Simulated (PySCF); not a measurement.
**SFOH: triplet, from a linear start**

Where does triplet SFOH go from a linear start, is the end point a minimum, and what are its modes, charges and moments?

Method: PBE0, basis S def2-TZVP, F def2-TZVP, O def2-TZVP, H def2-TZVP, no relativity, density fitting; program: PySCF 2.14.0.

## 1. Where the work starts

4 atoms, charge 0, spin multiplicity 3.

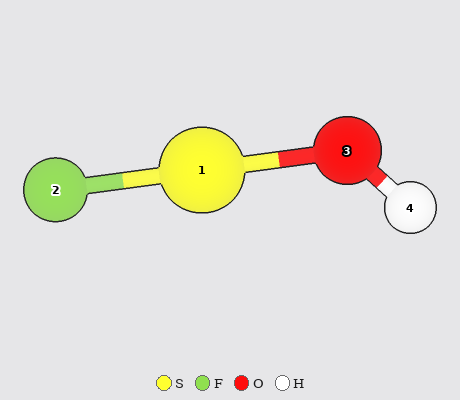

The starting geometry (sulfur yellow, fluorine green, oxygen red, hydrogen white); atoms are numbered from 1 in the order of the file.

```xyz
4
charge 0 multiplicity 3
S     0.0000    0.0000    0.0000
F     0.0000    0.0000    1.6700
O     0.0000    0.0000   -1.6600
H     0.7354    0.0000   -2.2771
```

## 2. The SCF at the typed geometry

One driver script runs all steps and calls PySCF; scf.py shows how it sets up the SCF of each step. The optimiser is the driver's own. After this first run the driver tries any further starts and a stability analysis.

scf.py reads:

```python
from pyscf import gto, scf, dft
mol = gto.M(atom='''
S      0.000000     0.000000     0.000000
F      0.000000     0.000000     1.670000
O      0.000000     0.000000    -1.660000
H      0.735400     0.000000    -2.277100''',
    basis={'S': 'def2-TZVP', 'F': 'def2-TZVP', 'O': 'def2-TZVP', 'H': 'def2-TZVP'},
    charge=0, spin=2)
mf = dft.UKS(mol, xc='PBE0')
mf.grids.atom_grid = (50, 194)
aux = {'S': 'def2-universal-JKFIT', 'F': 'def2-universal-JKFIT', 'O': 'def2-universal-JKFIT', 'H': 'def2-universal-JKFIT'}
mf = mf.density_fit(auxbasis=aux)
mf.conv_tol = 1e-08
mf.diis_space = 10
mf.max_cycle = 60
mf.init_guess = 'minao'
mf.verbose = 4
mf.kernel()
```

Launch:

```sh
OMP_NUM_THREADS=4 python axn.py task.json out
```

Further steps of the session: Relaxation: linear start, triplet; Vibrations and properties at this point.

Q: Predict the outcome of this session. Wanted: minimum; geometry; wavenumbers; dipole moment; highest occupied, lowest empty level; polar-tensor charge of S1; zero-point energy; atomisation energy; ⟨S²⟩.

As calculated:

| quantity | value |
| --- | --- |
| minimum | triplet, Cs |
| geometry | O–H 0.967 Å, S–F 1.707 Å, S–O 1.680 Å; F–S–O 156.1°, H–O–S 113.8° |
| wavenumbers (cm⁻¹) | 276 (a'), 366 (a''), 579 (a'), 699 (a'), 949 (a'), 3805 (a') |
| dipole moment | 2.39 D |
| highest occupied, lowest empty level (either spin) | -7.60, -3.66 eV |
| polar-tensor charge of S1 | +1.06 e |
| zero-point energy | 39.9 kJ/mol |
| entropy at 298.15 K | 277.4 J/(mol K) |
| atomisation energy (no zero-point energy) | 980 kJ/mol |
| ⟨S²⟩ | 2.006 |

What this shows: The linear start keeps its Cs symmetry and ends in a minimum. In the infrared the band at 699 cm⁻¹ (a') leads. Most of the spin sits on S1 (Mulliken spin 1.48, against 2 for the whole molecule). Other starts or spin states, not run here, may lie lower.
